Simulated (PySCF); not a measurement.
CH6B2O4, SMILES OB(O)CB(O)O at its GFN2-xTB optimised geometry (Å):

```
13

O      1.9586     0.5165     0.0000
B      0.6076     0.5165     0.0000
O     -0.0464     1.7079     0.0000
C     -0.1875    -0.8750     0.0064
B     -1.3929    -0.8263     1.0428
O     -2.3403     0.1353     0.8765
O     -1.5301    -1.6488     2.1178
H      2.3403     1.3955    -0.0102
H     -0.9996     1.6217     0.0630
H     -0.5953    -1.0076    -0.9966
H      0.4897    -1.7079     0.1847
H     -3.0247     0.1128     1.5473
H     -0.8489    -2.3079     2.2349
```

Calculation: CAM-B3LYP/def2-TZVP (PySCF 2.14.0). Cells within 0.4 Å of a nucleus heavier than hydrogen are left out (blank, or x).

Map of the log10 of the electron density (e/bohr³), floored at −4 on the plane z = 0.6 Å:

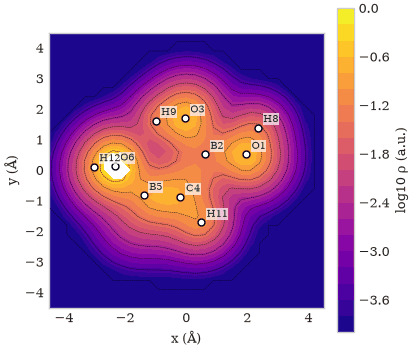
Figure. Log10 of the electron density (e/bohr³), floored at −4 on the plane z = 0.6 Å.
